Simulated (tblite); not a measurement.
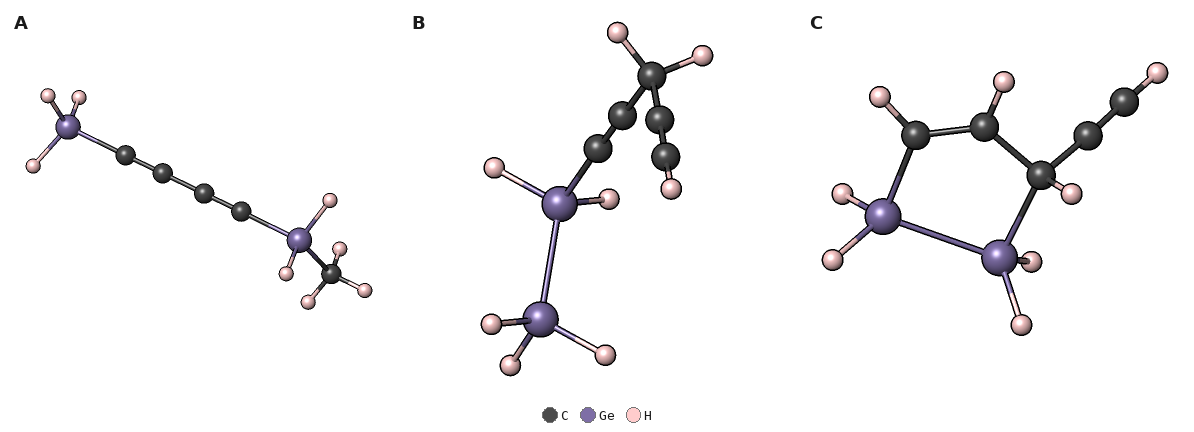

Source: calculation with tblite.

Match each picture to its SMILES.
(1) C#C[C@H]1C=[CH][GeH2][GeH2]1
(2) C#CCC#[C][GeH2][GeH3]
(3) [CH3][GeH2][C]#CC#[C][GeH3]

A is (3), B is (2), C is (1).
